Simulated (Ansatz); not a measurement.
**C3H4AlFO: single point in a Gaussian basis**

Wanted for C3H4AlFO: a single point in a Gaussian basis.

All numbers are computed with Ansatz 0.2.0, driven from Python. Level of theory: PBE+D4/def2-SVP.

### 1 Starting point

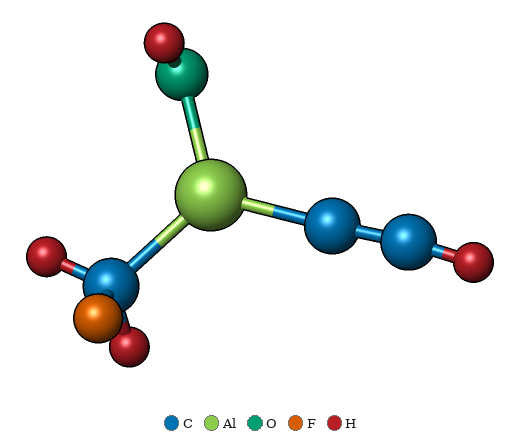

The starting structure, viewed from a chosen angle; carbon blue, aluminium green, oxygen teal, fluorine orange, hydrogen red.

No structure file is read: the coordinates are typed or built in the script.

### 2 Script

File energy_c3h4alfo.py:

```python
"""Electronic structure of the C3H4AlFO molecule."""

import warnings

import ansatz as az
from ase import Atoms
import numpy as np
import pandas as pd

BASIS_SET = "def2-SVP"
XC = "PBE"
VDW = "d4"

warnings.simplefilter("ignore", az.DeckWarning)

atoms = Atoms(["C", "C", "Al", "O", "C", "F", "H", "H", "H", "H"], positions=[
    [-1.4733, -2.2344, 1.1643],
    [-0.8495, -1.4145, 0.5268],
    [0.2093, -0.1573, -0.4912],
    [1.4466, -0.7582, -1.7903],
    [0.1404, 1.7816, -0.0972],
    [0.4972, 2.0248, 1.2349],
    [-2.0885, -2.8703, 1.7052],
    [2.2641, -0.9253, -1.3215],
    [-0.8954, 2.1614, -0.2024],
    [0.8323, 2.3412, -0.7257],
])
mol = az.Crystal.molecule_from_ase(atoms)

job = (
    mol.calculation()
    .basis(gaussian=BASIS_SET)
    .functional(XC, dispersion=VDW)
    .forces()
)
trace = []
done = job.session().plan().execute(on_event=trace.append)
rep = done.report
for event in trace:
    if event["event"] == "mean_field_evaluation" and event["data"]["evaluation"] <= 25:
        print("pass {evaluation:3d}  E = {energy_ev:.6f} eV  gradient {gradient_ev:.1e}".format(**event["data"]))

print(f"E = {rep['free_energy_ev']:.6f} eV = {rep['free_energy_ev'] / 27.211386246:.7f} Ha")
print("converged:", rep["converged"], " doubts:", rep["published_state_doubts"] or "none")

symbols = [site.symbol for site in mol.cartesian_sites]
forces = np.array(rep["forces_ev_ang"])
print("largest force", round(float(np.linalg.norm(forces, axis=1).max()), 4), "eV/A, rms", round(float(np.sqrt((forces ** 2).mean())), 4))

charges = rep["charge_distribution"]
table = pd.DataFrame({"atom": symbols, "mulliken": charges["mulliken_charges_e"], "lowdin": charges["lowdin_charges_e"]})
print(table.round(3).to_string())
print("dipole (e A):", np.round(charges["dipole_moment_e_ang"], 4) + 0.0)
```

### 3 Running it

The run is started by

```sh
$ python energy_c3h4alfo.py
```

Q: Predict the main results. Wanted: total energy; largest force; dipole moment.

**Answer**, as computed:

| quantity | value |
| --- | --- |
| total energy | -14515.1096 eV |
| largest force | 3.162 eV/Å |
| dipole moment | 0.62 D |

**Reading.** Forces reach 3.16 eV/Å, so the atoms aren't at rest. Caveats:
- The geometry is a force-field or estimated start, not a minimum of this method, and the basis set is short of its limit.
- The Löwdin charges here are taken after orthogonalising the functions within each atom; they differ from plain Löwdin charges, and their signs can be unphysical.
- Early passes use coarser integrals and grids, so their energies can't be compared with the last.
